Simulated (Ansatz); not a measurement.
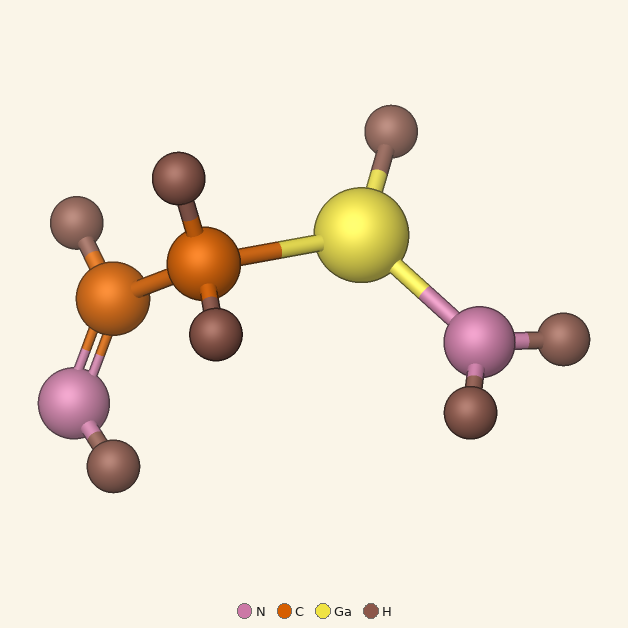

The computed structure is the end point of a PBE-D4/def2-SVP optimisation. No frequency run is at hand to confirm it as a minimum.

Give the structural formula.

SMILES: [H]/N=C\[CH2][GaH][NH2]

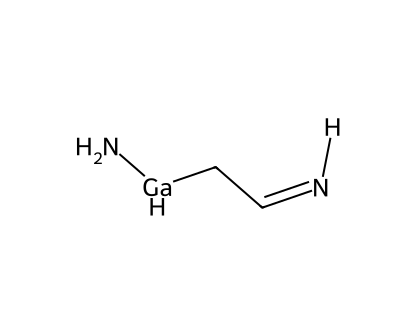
